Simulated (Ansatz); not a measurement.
## What a change does: single-point calculation on C$_{3}$H$_{7}$GaO

System: C$_{3}$H$_{7}$GaO.
Method of run A: RKS PBE0-D4/def2-TZVPP (Ansatz 0.2.0).

The geometry comes from this level: PBE0-D4/def2-TZVP. Text and figures count atoms from 1; the logs count them from 0 in places.

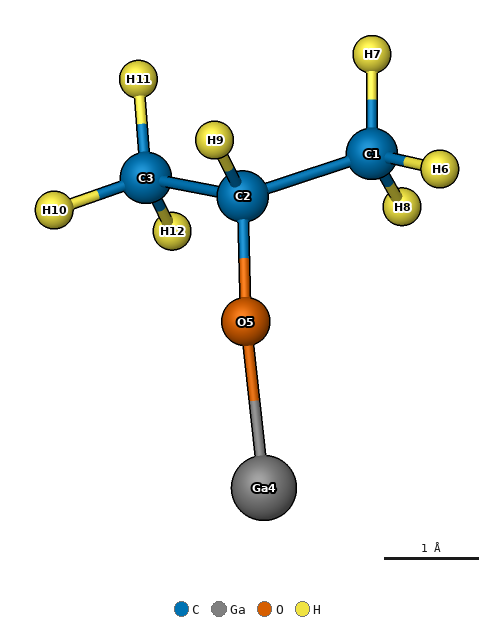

Fig. 1: The structure (ball-and-stick view, seen at a tilt; atoms are numbered from 1 in the order of the input). Sticks mark near contacts.

**The input, run A**
```yaml
crystal:
  periodic: [false, false, false]
  atoms:
    - {symbol: C, position_ang: [-1.286953, 0.047903, 0.387063]}
    - {symbol: C, position_ang: [0.176715, 0.411700, 0.211012]}
    - {symbol: C, position_ang: [1.065892, -0.818975, 0.188704]}
    - {symbol: Ga, position_ang: [0.387913, 1.625410, -2.681356]}
    - {symbol: O, position_ang: [0.355032, 1.163022, -0.953820]}
    - {symbol: H, position_ang: [-1.905270, 0.947618, 0.389075]}
    - {symbol: H, position_ang: [-1.448974, -0.485295, 1.327542]}
    - {symbol: H, position_ang: [-1.616517, -0.595660, -0.433990]}
    - {symbol: H, position_ang: [0.479839, 1.039667, 1.062264]}
    - {symbol: H, position_ang: [2.110096, -0.531795, 0.050864]}
    - {symbol: H, position_ang: [0.982194, -1.381262, 1.122448]}
    - {symbol: H, position_ang: [0.777133, -1.477433, -0.635906]}
basis:
  gaussian: {orbitals: def2-TZVPP}
hamiltonian: {xc: pbe0, dispersion: d4}
output: {orbitals: {seedname: orbitals}}
```

Launched with:
```bash
ansatz run in.yaml --threads 4 --pin off --events-out ev --progress --plain --max-ram 10444MiB
```

Hardware: 4 threads of Arm Neoverse V1, 23 GiB of memory available, shared host.

**Output (run A)**
```
Functional definition: PBE0
  parameter a = 0.25
  parameter kappa = 0.804
  parameter beta = 0.06672455060314922
  exchange = (1 - a)*pbe_x(kappa = kappa, mu = beta*pi^2/3) + a*exact_x
  correlation = pbe_c(beta = beta)
1517 factors; their error is unknown
mean field evaluation 1: about -57627.4288 eV, gradient 7.7e1 eV
mean field evaluation 2: about -57536.9966 eV, gradient 1.9e2 eV
mean field evaluation 4: about -57639.8024 eV, gradient 1.0e1 eV
mean field evaluation 8: about -57640.0331 eV, gradient 2.8e-1 eV
mean field evaluation 16: about -57640.2103 eV, gradient 2.0e-4 eV
mean field -57640.21033719 eV, -2118.2386599540 hartree, gradient 6.6e-5 eV, S^2 0.000000; 0 other end points of the search recorded, 0 dependent functions left out
reference -57640.21037160 eV, -2118.2386612183 hartree; 32, 32 occupied and 238, 238 virtual orbitals, 1517 factors
Total energy: -57640.43568324 eV, -2118.2469412685 hartree
```

The input of run B differs as follows (lines with − go, lines with + come):
```diff
-hamiltonian: {xc: pbe0, dispersion: d4}
+hamiltonian: {xc: {name: wB97X-V}}
```

How does run B compare with run A?

The total energies belong to different models, so their difference says nothing on which is more stable or more accurate. The HOMO goes from −7.08 to −9.33 eV. The LUMO goes from −0.87 to 0.98 eV. On the same kind of shared host run B took about 2.6 times as long.

**Output (run B)**
```
Functional definition: wB97X-V
  parameter omega = 0.3/bohr
  parameter cx = 0.167
  parameter cx1 = 0.603
  parameter cx2 = 1.194
  parameter css0 = 0.556
  parameter css1 = -0.257
  parameter cos0 = 1.219
  parameter cos1 = -1.850
  parameter b = 6.0
  parameter c = 0.01
  exchange = spin_sum(e_x_unif_sr(omega)*poly(b97_u_x, 1 - cx, cx1, cx2)) + cx*exact_x_sr(omega) + exact_x_lr(omega)
  correlation = spin_sum(e_c_pw_same_spin*poly(b97_u_same, css0, css1))
      + integral(e_c_pw_opposite_spin*poly(b97_u_opposite, cos0, cos1)) + vv10(b, c)
1507 factors; their error is unknown
372 factors; integrals over basis functions are off by at most 8.0e-6 eV
mean field evaluation 1: about -57638.8741 eV, gradient 6.2e1 eV
mean field evaluation 2: about -57632.2387 eV, gradient 8.9e1 eV
mean field evaluation 4: about -57646.7247 eV, gradient 3.3e0 eV
mean field evaluation 8: about -57646.7590 eV, gradient 1.4e-1 eV
mean field evaluation 16: about -57646.8606 eV, gradient 1.5e-4 eV
mean field -57646.86055735 eV, -2118.4830510372 hartree, gradient 4.8e-5 eV, S^2 0.000000; 0 other end points of the search recorded, 0 dependent functions left out
reference -57646.86055524 eV, -2118.4830509596 hartree; 32, 32 occupied and 238, 238 virtual orbitals, 1507 factors
Total energy: -57646.86055524 eV, -2118.4830509596 hartree
```

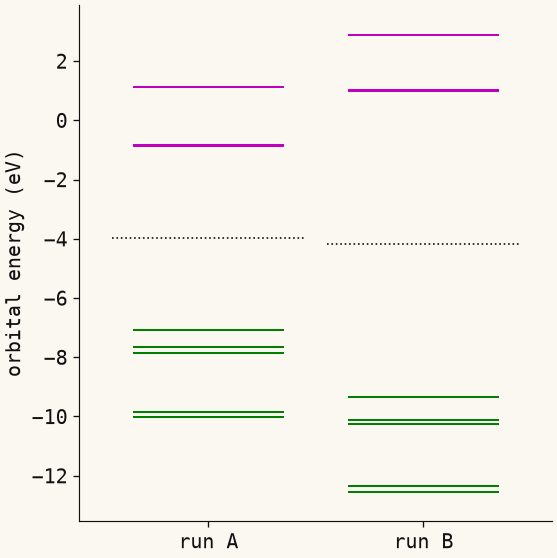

Fig. 2: The five highest filled and three lowest empty orbital energies of the two runs; the dotted lines part filled from empty levels. The HOMO–LUMO gap is 6.21 eV in run A and 10.31 eV in run B.

**The two runs side by side**

| quantity | run A | run B |
| --- | --- | --- |
| outcome | converged | converged |
| total energy (hartree) | −2118.246941 | −2118.483051 |
| HOMO (eV) | −7.08 | −9.33 |
| LUMO (eV) | −0.87 | 0.98 |
| basis functions | 270 | 270 |
| wall time (shared host) | 4.2 s | 11 s |
